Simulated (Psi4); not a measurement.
# UB3LYP/cc-pVQZ-DK (sfX2C, density fitting, sweep point 3) run of C2H4B (SMILES B[C]=C)

Aim: the vertical ionisation energy of C2H4B at UB3LYP/cc-pVQZ-DK (sfX2C, density fitting, sweep point 3), from 2 runs. 

The results are computed with Psi4 1.11.

### 1 The structure to begin with

C2H4B has 7 atoms, charge 0, and is taken as a doublet. SMILES: `B[C]=C`. The coordinates come from a GFN2-xTB relaxation.

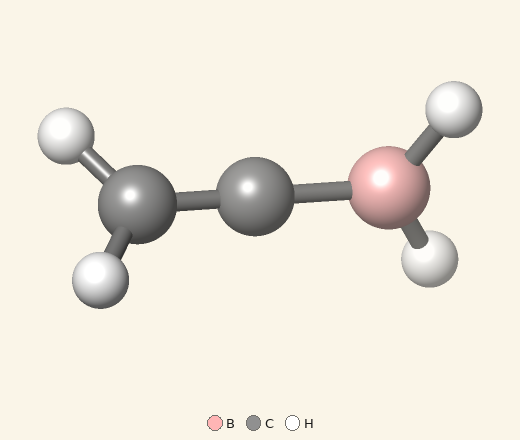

Viewed from a chosen angle; boron pink, carbon grey, hydrogen white.

### 2 The energy at UB3LYP/cc-pVQZ-DK (sfX2C, density fitting, sweep point 3)

The input, input.in:

```
memory 1.6 GB

molecule geom {
  0 2
  B     -2.03302406     0.80381390    -1.46223228
  C      0.10771439    -0.03868269     0.07471977
  C      1.98751945    -0.78495444     1.42988017
  H     -3.89731447    -0.39274178    -1.49721111
  H     -1.86924149     2.66712166    -2.64954720
  H      3.15302694    -2.39651288     0.93596245
  H      2.55131924     0.14193733     3.16842820
  units bohr
  symmetry c1
}

set globals {
  basis                cc-pVQZ-DK
  reference            uks
  puream               true
  scf_type             df
  dft_radial_points    99
  dft_spherical_points 590
  maxiter              150
  relativistic         x2c
}

energy_value = energy("b3lyp")
print_variables()
```

On the command line:

```console
$ psi4 -n 1 input.in input.out
```

input.out, shortened:

```text
[...]
  Running in c1 symmetry.
[...]
  Nuclear repulsion =   51.996406161948947
[...]
  Multiplicity = 2
[...]
  Nalpha       = 11
  Nbeta        = 10
[...]
    Number of basis functions: 285
[...]
    WARNING: The X2C and Dirac Hamiltonians have substatially different eigenvalues!
             This is probably caused by the recontraction of the basis set.
[...]
   @DF-UKS iter   1:  -103.18929195591288   -5.40273e-01   2.42595e-03 DIIS/ADIIS
[...]
   @DF-UKS iter   9:  -103.45663760257460   -9.70706e-07   6.10973e-07 DIIS
[...]
   @S^2 Observed:                7.540511787E-01
[...]
    Orbital Energies [Eh]
    ---------------------
    Alpha Occupied:
       1A    -10.214834     2A    -10.193217     3A     -6.740330
       4A     -0.792679     5A     -0.613567     6A     -0.506997
       7A     -0.467979     8A     -0.400918     9A     -0.377434
      10A     -0.292471    11A     -0.252639
    Alpha Virtual:
      12A     -0.032962    13A      0.003532    14A      0.030453
      15A      0.080897    16A      0.089359    17A      0.096374
      18A      0.099197    19A      0.124715    20A      0.141330
      21A      0.161647    22A      0.170565    23A      0.238450
      24A      0.253353    25A      0.262820    26A      0.285772
[...]
  @DF-UKS Final Energy:  -103.45663760257460
   => Energetics <=
    Nuclear Repulsion Energy =             51.9964061619489470
    One-Electron Energy =                -240.0027625153223880
    Two-Electron Energy =                  97.7975419928948497
    DFT Exchange-Correlation Energy =     -13.2478232420960165
    Empirical Dispersion Energy =           0.0000000000000000
    VV10 Nonlocal Energy =                  0.0000000000000000
    Total Energy =                       -103.4566376025746024
[...]
 Multipole Moments:
 ------------------------------------------------------------------------------------
     Multipole            Electronic (a.u.)      Nuclear  (a.u.)        Total (a.u.)
 ------------------------------------------------------------------------------------
 L = 1.  Multiply by 2.5417464519 to convert [e a0] to [Debye]
 Dipole X            :         -0.4304532            0.8928541            0.4624009
 Dipole Y            :          0.1744530           -0.3573804           -0.1829275
 Dipole Z            :         -0.3112111            0.6443451            0.3331340
 Magnitude           :                                                    0.5985443
[...]
```

Wall time 74 s (1 thread of AMD EPYC 7R43 (Zen 3), shared host); peak memory 1.2 GiB.

### 3 The singlet cation, same level

The input, calc.in:

```
memory 1600 mb

molecule mol {
  1 1
  B     -2.03302406     0.80381390    -1.46223228
  C      0.10771439    -0.03868269     0.07471977
  C      1.98751945    -0.78495444     1.42988017
  H     -3.89731447    -0.39274178    -1.49721111
  H     -1.86924149     2.66712166    -2.64954720
  H      3.15302694    -2.39651288     0.93596245
  H      2.55131924     0.14193733     3.16842820
  units au
  symmetry c1
}

set globals {
  basis                cc-pVQZ-DK
  puream               true
  scf_type             df
  dft_radial_points    99
  dft_spherical_points 590
  relativistic         x2c
}

e_tot = energy("b3lyp")
print_variables()
```

On the command line:

```console
$ psi4 calc.in calc.out -n 1
```

calc.out, shortened:

```text
[...]
  Running in c1 symmetry.
[...]
  Nuclear repulsion =   51.996406161948947
[...]
  Multiplicity = 1
[...]
  Nalpha       = 10
  Nbeta        = 10
[...]
    Number of basis functions: 285
[...]
    WARNING: The X2C and Dirac Hamiltonians have substatially different eigenvalues!
             This is probably caused by the recontraction of the basis set.
[...]
   @DF-RKS iter   1:  -102.98330255824924   -3.34283e-01   1.79812e-03 ADIIS/DIIS
[...]
   @DF-RKS iter   8:  -103.11059397930354   -6.90098e-07   6.61973e-07 DIIS
[...]
    Orbital Energies [Eh]
    ---------------------
    Doubly Occupied:
       1A    -10.536507     2A    -10.473194     3A     -7.013908
       4A     -1.070180     5A     -0.883240     6A     -0.771361
       7A     -0.723871     8A     -0.650096     9A     -0.630524
      10A     -0.551056
[...]
  @DF-RKS Final Energy:  -103.11059397930354
   => Energetics <=
    Nuclear Repulsion Energy =             51.9964061619489470
    One-Electron Energy =                -234.2435908767953947
    Two-Electron Energy =                  92.1292965220242195
    DFT Exchange-Correlation Energy =     -12.9927057864813253
    Empirical Dispersion Energy =           0.0000000000000000
    VV10 Nonlocal Energy =                  0.0000000000000000
    Total Energy =                       -103.1105939793035446
[...]
 Multipole Moments:
 ------------------------------------------------------------------------------------
     Multipole            Electronic (a.u.)      Nuclear  (a.u.)        Total (a.u.)
 ------------------------------------------------------------------------------------
 L = 1.  Multiply by 2.5417464519 to convert [e a0] to [Debye]
 Dipole X            :         -0.4662983            0.8928541            0.4265558
 Dipole Y            :          0.1883110           -0.3573804           -0.1690694
 Dipole Z            :         -0.3364188            0.6443451            0.3079263
 Magnitude           :                                                    0.5525874
[...]
```

Run time: 39 s. Hardware: 1 thread of AMD EPYC 7R43 (Zen 3), shared host; peak memory 1.2 GiB.

### 4 Summary of results

At UB3LYP/cc-pVQZ-DK (sfX2C, density fitting, sweep point 3):

| quantity | value |
| --- | --- |
| doublet C2H4B: total energy | -103.45664 Eh |
| doublet C2H4B: dipole moment | 1.52 D |
| doublet C2H4B: HOMO energy (highest over α and β) | -6.87 eV |
| doublet C2H4B: LUMO energy (lowest over α and β) | -3.84 eV |
| doublet C2H4B: ⟨S²⟩ | 0.754 |
| singlet cation: total energy | -103.11059 Eh |
| singlet cation: HOMO energy | -14.99 eV |
| singlet cation: LUMO energy | -11.92 eV |
| singlet cation: HOMO–LUMO gap | 3.08 eV |
| vertical ionisation energy (to the singlet cation) | 9.416 eV |

What this shows: Removing an electron at fixed nuclei costs 9.42 eV (217 kcal/mol). Only the singlet of the ionised species was computed; a triplet could lie lower.
